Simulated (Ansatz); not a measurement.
C3H3B (SMILES C#C[B+][CH2]) (charge +1, doublet)

```xyz
7

C     1.3912   -2.0197    1.0316
C    -0.7582   -0.7348   -0.4131
C    -1.6716   -0.1875   -1.0262
B     0.3061   -1.3714    0.3020
H     1.2110   -2.6078    1.9433
H     2.4384   -1.9492    0.7029
H    -2.4775    0.2956   -1.5671
```

Geometry: B3LYP-D3(BJ)/def2-SVP.

Method: isolated molecule in a Gaussian basis; Kohn-Sham density functional theory, functional PBE0 in Ansatz 0.2.0.

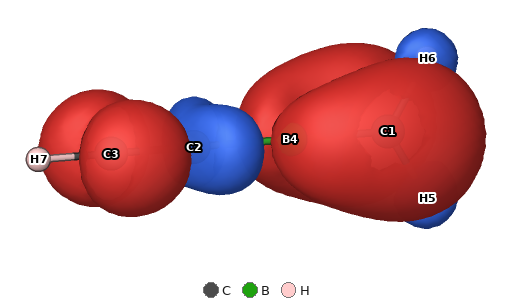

Figure 1. Isosurfaces of the spin density at +0.015 (red) and −0.015 e/Å³ (blue), seen at a tilt.

Q: Where is the unpaired spin?

A: The unpaired spin (1 electron) lies mostly on C1 (about 0.6), B4 (about 0.2) and C3 (about 0.1), in electrons by Hirshfeld's partition.

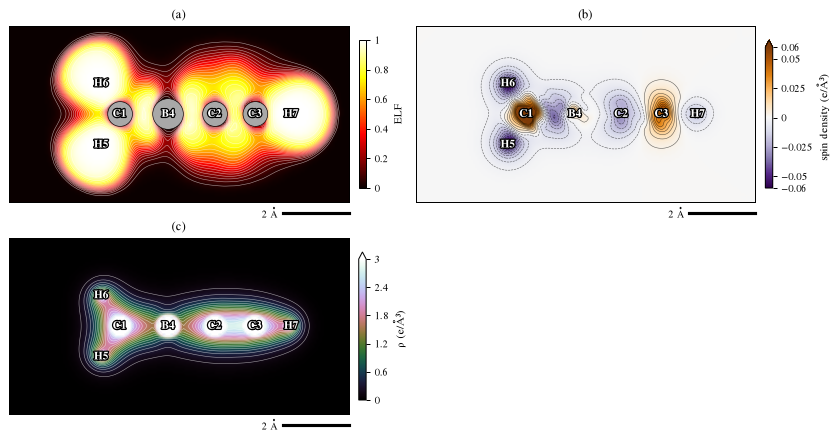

Figure 2. (a) ELF; (b) spin density; (c) total electron density on the molecular plane. Grey discs cover the atomic cores in the ELF map.

Q: Describe what can be read from this map.

A: The plane passes through C, B and H nuclei. C–C (1.23 Å): ρ is about 2.8 e/Å³ halfway; the ELF peaks at about 0.85 between the atoms (a multiple bond). C–B (1.43 Å): ρ at the midpoint is about 1.8 e/Å³; the ELF peaks at about 0.95 between the atoms (a covalent bond). C–H (1.08 Å): ρ at the midpoint is about 2.2 e/Å³; the ELF climbs to about 1 towards the hydrogen, as it does in any bond to H: an ordinary covalent bond to hydrogen.

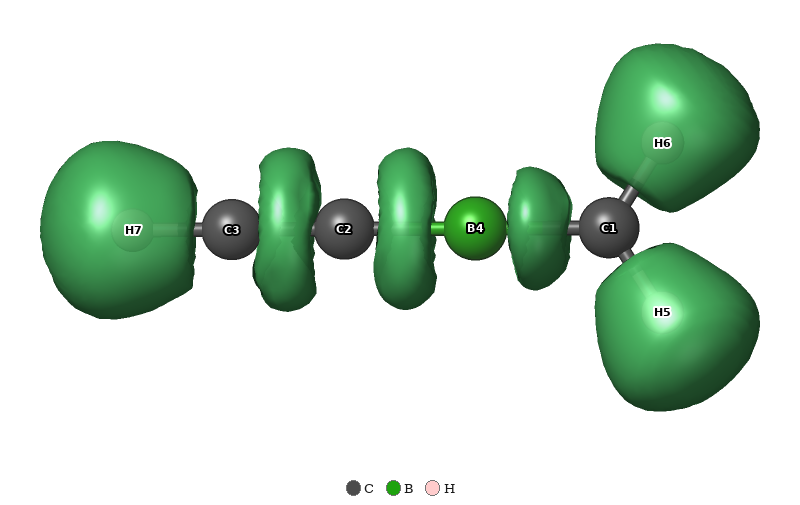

Figure 3. Isosurface of the electron localisation function at 0.8 (green), seen across its widest extent. Core shells and regions of very low density are left out.

Q: Describe the localisation domains.

A: The ELF exceeds this value in two regions between bonded B–C atoms (shared pairs), one region between bonded C–C atoms (shared pairs) and three regions around hydrogen nuclei.
